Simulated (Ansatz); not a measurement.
## Nudged elastic band, with input and output: BSiH₅Cl₂ (part 2 of 2)

The same run, continued: BSiH₅Cl₂; RHF/cc-pVDZ (Ansatz 0.2.0). The run did not end well. It belongs to a series of runs on one base structure; here: band between the two ends.

Geometry of the input (Å):
```
B  -0.0795  -1.3505  -0.1446
Cl -0.4146  -2.4046  1.2163
Cl 1.5733  -1.0170  -0.6319
H  -0.9759  -0.8569  -0.7427
Si 0.6011  3.3141  1.2279
H  2.0174  3.5097  1.6279
H  0.4963  3.3160  -0.2543
H  -0.2311  4.4095  1.7846
H  0.1146  2.0120  1.7536
```

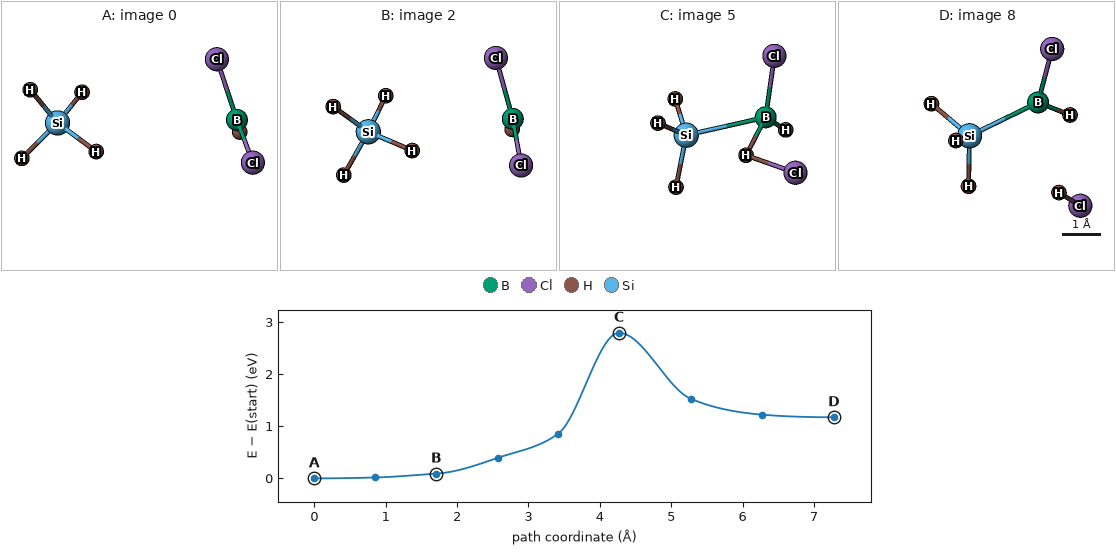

Fig. 1: Images of the last band (counted from 0; ball-and-stick, seen at a tilt) above the energy along the path; the line is a cubic interpolation that uses the forces. The highest image is number 5, 2.796 eV above the start and 1.622 eV above the end (the climbing image); the end lies 1.174 eV above the start. The path is 7.28 Å long. The band had not converged after 60 iterations.

```
Unfinished report: {"positions_ang":[[0.1852546680691862,0.2964709874585163,0.17504649933314964],[-0.2188629466920381,-0.7012376154056976,2.116759029308622],[1.6791646874315085,-0.38889773616410467,-0.527065599290383],[-0.8583082056739036,0.18002931301777095,-0.37427887821059286],[0.4882577236430062,2.3850959037130837,0.7150609061707022],[1.7403954887018058,2.6332503255665656,1.4669288658672655],[0.5911904335442046,2.869756560318021,-0.6813789195135879],[-0.6741083436611616,2.9961945790267253,1.4044867548619375],[0.16871550463739124,0.661638692469119,1.5412423514728868]],"unchecked":["starts","cluster_reference","orbital_swaps","neighbouring_geometries","increment"],"mean_field":{"relativity":"none","state":{"energy":{"ev":-33619.50523202315,"hartree":-1235.4940291577373},"converged":true,"gradient_ev":0.00007949637807230174,"stability":{"kind":"minimum","curvature_ev":26.76718465752635},"curvature_floor_ev":0.00030000000000000003,"spin_squared":0.0},"others":[],"fillings":{"estimated":0,"unestimated":0,"tried":0,"untried":0,"excluded_magnetic_sites":0},"n_dropped_functions":0,"n_trapped_functions":0,"passes":{"evaluations":1,"products":14},"factors":{"origin":"Cholesky decomposition","count":1039,"bound_ev":0.0011055395720428677},"gradient_stop_ev":0.00009,"reference_kind":"stationary","symmetry":{"irreps":["A"],"axes":[[0.9998095232542805,0.019398294734112434,-0.002150202654856357],[-0.0194890130389258,0.9982017498723998,-0.05668725537938356],[0.001046699965140713,0.05671836310303195,0.9983896692705185]],"occupied":[{"A":29},{"A":29}]},"held":{"pivots":1038,"left_out":0,"joined":1},"density_repulsion":{"missed_ev":0.000011925122806483727,"excess_ev":0.0,"most_excess_ev":0.0001566,"are_drawn_again":false,"n_first_factors":1039,"energy_change_ev":0.0,"n_dropped_ends":0}},"factors":{"origin":"Cholesky decomposition","count":1039,"bound_ev":0.0011055395720428677},"n_frozen":0,"n_occupied":[29,29],"n_virtual":[64,64],"reference":{"ev":-33619.50523202315,"hartree":-1235.4940291577373},"total":{"ev":-33619.50523202315,"hartree":-1235.4940291577373},"forces_ev_per_angstrom":[[0.00002424733642416571,-7.094860225659873e-6,-0.000039049085742297646],[-8.464418473023543e-6,-0.00001797829399305811,0.00002366256626691307],[-0.000016230590184900065,0.000014671968328584826,0.000013058572667951272],[-2.540101706605797e-6,2.110780245677121e-6,5.596205437030111e-6],[-3.0883926884137918e-6,-1.8652412130925514e-7,2.3489041901224435e-6],[9.82649561056631e-9,-1.3168990365353082e-6,-6.759315202699708e-7],[-9.444858224542835e-7,8.740317356158073e-7,6.703356316650162e-8],[1.0990603579746678e-6,-5.644092303716469e-7,1.104894230080003e-6],[5.911769407640685e-6,9.484203069171307e-6,-6.113160559094811e-6]],"charge_distribution":{"dipole_moment_e_ang":[-0.10057626126214599,0.5531980732718251,0.0017749293108712434],"mulliken_charges_e":[-0.0023116841401433774,-0.24352593582727522,-0.1718568360500079,0.0010249521900358438,0.3877208240031145,-0.07018561845230242,-0.06972236972769741,-0.08011383329901234,0.24897050130329312],"lowdin_charges_e":[-0.7527615457101531,0.15424087670954023,0.34985371196082227,-0.006501358831882076,0.3486290204205442,-0.050864564295590275,-0.034949294534028175,-0.05557139056397453,0.04792454484472897]},"n_threads":2,"memory_gib":2.556818182580173,"seconds":{"hamiltonian":1.093663739,"orbitals":0.0,"second_order":0.0,"solver_start":0.0,"cycles":0.0,"cycle":0.0,"perturbative":0.0,"full_ci_increment":0.0,"forces":0.0}}
this run last wrote the band of iteration 60 to [file]
Error: NEB band did not converge after 60 iterations: max|band force component| = 1.87e0 eV/Å (threshold 5.0e-2); raise `neb.max_iterations` in a new run, which can start from the last band evaluated (`neb.initial_path`, with `crystal.atoms` and `neb.final_atoms` set to its first and last images), add images, or start from endpoints closer to local minima. Where this run's directory can be resumed (`checkpoint.write`), a resume goes on for up to `neb.max_iterations` more; to start a new run from the last band, take its images' positions from the `neb_iteration` event of iteration 60 (`data.images[].positions_ang`), in the event stream of the run that computed that iteration (not this run's, if it was resumed behind it). With `checkpoint.write`, `steps/00-neb/state/checkpoint.json` in the run directory holds the last saved band, under `neb.evaluated.images[].positions_ang` (a band under a hybrid functional on support functions is neither saved nor resumed: `neb.initial_path` says where its path is): check the last entry of `neb.iterations` there, which is earlier than 60 if that iteration was not saved or its write failed. If the band's step has no `state` directory and holds `state.next`, a write was cut short, and the file is under `state.next` instead (behind a loss of power it can be under `state.prev`)
this run wrote the band of iteration 60 to [file] as well, whether or not its events were kept: a new run's `neb.initial_path` can list its `images[].positions_ang`
a run's events are kept only if it was started with --events-out <file>, and are in that file
```

The last band as extended XYZ (Å, eV, eV/Å)
```
9
Properties=species:S:1:pos:R:3:forces:R:3 image=0 energy=-33622.30108
B    -0.0795   -1.3505   -0.1446    0.0110   0.0089   0.0022
Cl   -0.4146   -2.4046    1.2163    0.0125   0.0133  -0.0235
Cl    1.5733   -1.0170   -0.6319   -0.0204  -0.0134   0.0163
H    -0.9759   -0.8569   -0.7427   -0.0024  -0.0088   0.0063
Si    0.6011    3.3141    1.2279    0.0099  -0.0165  -0.0213
H     2.0174    3.5097    1.6279    0.0162   0.0032   0.0039
H     0.4963    3.3160   -0.2543   -0.0002   0.0005  -0.0036
H    -0.2311    4.4095    1.7846   -0.0181   0.0289   0.0147
H     0.1146    2.0120    1.7536   -0.0086  -0.0162   0.0050
9
Properties=species:S:1:pos:R:3:forces:R:3 image=1 energy=-33622.28323
B    -0.0325   -1.0923   -0.0874   -0.4307   0.5092   0.0448
Cl   -0.3669   -2.0172    1.3618    0.0989  -0.1438  -0.0232
Cl    1.5849   -0.9118   -0.7253    0.1280  -0.1380  -0.0294
H    -0.9332   -0.4974   -0.6028    0.2033  -0.2511   0.0012
Si    0.5723    3.0937    1.1782   -0.0054  -0.0588  -0.0588
H     1.9461    3.3902    1.6614   -0.0194  -0.0048  -0.0047
H     0.5574    3.0826   -0.3124   -0.0024   0.0031   0.0946
H    -0.3709    4.1259    1.6785    0.0003   0.0195   0.0001
H     0.1446    1.7586    1.6848    0.0274   0.0648  -0.0247
9
Properties=species:S:1:pos:R:3:forces:R:3 image=2 energy=-33622.20897
B    -0.0277   -0.8442   -0.0171   -0.0893   0.7787   0.0329
Cl   -0.3516   -1.5845    1.5243   -0.0439  -0.4072   0.1609
Cl    1.5961   -0.6712   -0.6352    0.3188  -0.2760  -0.1327
H    -0.8930   -0.2862   -0.6013   -0.1832  -0.2766  -0.1145
Si    0.5601    2.8732    1.1113   -0.0136  -0.0799   0.1005
H     1.9019    3.2528    1.6260   -0.0417   0.0414  -0.0089
H     0.5522    2.9297   -0.3699    0.0049   0.0237  -0.0590
H    -0.4873    3.7773    1.6499    0.0342   0.0700   0.0134
H     0.2509    1.4855    1.5489    0.0137   0.1258   0.0073
9
Properties=species:S:1:pos:R:3:forces:R:3 image=3 energy=-33621.90782
B     0.0674   -0.4815    0.1055   -1.8755  -0.3815   0.6813
Cl   -0.3035   -1.3009    1.6335    0.1079  -0.3216   0.0180
Cl    1.6687   -0.4475   -0.4902    1.1173  -0.0442  -0.6788
H    -0.9121   -0.0664   -0.4537    0.6597   0.0223  -0.1979
Si    0.5272    2.6523    1.0009   -0.2605   1.1358  -0.0059
H     1.8398    2.9750    1.5674    0.3240   0.1816   0.1410
H     0.5448    2.8209   -0.4636   -0.0067   0.0372  -0.1867
H    -0.5553    3.4846    1.5993    0.1509   0.0927  -0.0490
H     0.2246    1.2959    1.3378   -0.2171  -0.7222   0.2782
9
Properties=species:S:1:pos:R:3:forces:R:3 image=4 energy=-33621.44228
B     0.0875   -0.1003    0.3309   -0.1396  -0.5867   0.2374
Cl   -0.2658   -1.0420    1.8525   -0.0648  -0.4553  -0.2928
Cl    1.6642   -0.3797   -0.5042   -0.0385  -0.0318   0.0746
H    -0.8345    0.2051   -0.3579    0.0198  -0.0009   0.0734
Si    0.5013    2.5084    0.8521    0.0212   0.1768   0.1566
H     1.7766    2.7662    1.5425    0.0665   0.2217   0.0441
H     0.5726    2.7839   -0.5969   -0.0369  -0.1722   0.0589
H    -0.6813    3.1295    1.4766    0.0027   0.2255   0.0517
H     0.2811    1.0612    1.2411    0.1696   0.6229  -0.4038
9
Properties=species:S:1:pos:R:3:forces:R:3 image=5 energy=-33619.50523
B     0.1853    0.2965    0.1750    0.0000   0.0000   0.0000
Cl   -0.2189   -0.7012    2.1168    0.0000   0.0000   0.0000
Cl    1.6792   -0.3889   -0.5271    0.0000   0.0000   0.0000
H    -0.8583    0.1800   -0.3743    0.0000   0.0000   0.0000
Si    0.4883    2.3851    0.7151    0.0000   0.0000   0.0000
H     1.7404    2.6332    1.4669    0.0000   0.0000   0.0000
H     0.5912    2.8698   -0.6814    0.0000   0.0000   0.0000
H    -0.6741    2.9962    1.4045    0.0000   0.0000   0.0000
H     0.1687    0.6616    1.5412    0.0000   0.0000   0.0000
9
Properties=species:S:1:pos:R:3:forces:R:3 image=6 energy=-33620.77076
B     0.2375    0.5179   -0.1807    0.0366   0.1430  -0.2323
Cl   -0.2926   -0.7695    2.5016   -0.0550  -0.0537   0.2252
Cl    1.6602   -0.4312   -0.6336   -0.0034  -0.0174  -0.0703
H    -0.8328    0.0726   -0.4518    0.0233  -0.0611  -0.0644
Si    0.5053    2.4285    0.5190    0.0098   0.0270  -0.1143
H     1.7313    2.5818    1.3512   -0.0118  -0.0375  -0.0535
H     0.6342    3.2058   -0.7383    0.0350   0.2219  -0.0223
H    -0.6554    2.9325    1.3077    0.0059  -0.0462  -0.0547
H     0.1140    0.3939    2.1616   -0.0403  -0.1761   0.3865
9
Properties=species:S:1:pos:R:3:forces:R:3 image=7 energy=-33621.07751
B     0.2291    0.5731   -0.4096   -0.0006   0.0064  -0.0294
Cl   -0.4409   -0.7298    2.6231   -0.0192   0.0065   0.0173
Cl    1.6569   -0.3985   -0.8094    0.0000   0.0037  -0.0214
H    -0.8251    0.1004   -0.7040    0.0014   0.0026  -0.0324
Si    0.4796    2.4358    0.4026   -0.0036   0.0009  -0.0162
H     1.6619    2.4662    1.3105   -0.0095  -0.0142  -0.0061
H     0.7043    3.4015   -0.7092    0.0089   0.0245   0.0023
H    -0.7160    2.8688    1.1777   -0.0084  -0.0080  -0.0185
H     0.3520    0.2148    2.9551    0.0311  -0.0223   0.1043
9
Properties=species:S:1:pos:R:3:forces:R:3 image=8 energy=-33621.12753
B     0.2216    0.6405   -0.5517   -0.0124  -0.0069  -0.0093
Cl   -0.5228   -0.4911    2.8693    0.0004   0.0014   0.0000
Cl    1.6739   -0.2952   -0.9554    0.0117  -0.0025   0.0073
H    -0.8140    0.1402   -0.8712   -0.0002   0.0114   0.0043
Si    0.4265    2.4730    0.3356   -0.0132  -0.0076  -0.0059
H     1.4412    2.4105    1.4220    0.0158   0.0034   0.0153
H     0.8952    3.4471   -0.6910    0.0004   0.0032  -0.0091
H    -0.8608    2.9611    0.8988   -0.0042   0.0034  -0.0001
H     0.6407   -0.3539    3.3804    0.0017  -0.0057  -0.0025
```

What the run reported

| quantity | value |
| --- | --- |
| outcome | not converged |
| barrier, forward (band not converged) | 2.796 eV |
| barrier, backward | 1.622 eV |
| wall time | 8.7 min (CPU time 16 min) |
| peak memory | 0.2 GiB |

What went wrong

The run did not converge: “NEB band did not converge after 60 iterations: max|band force component| = 1.87e0 eV/Å (threshold 5.0e-2); raise `neb.max_iterations` in a new run, which can start from the last band evaluated (`neb.initial_path`, with `crystal.atoms` and `neb.final_atoms` set to its first and last images), add images, or start from endpoints closer to local minima …” Its last values are not results.
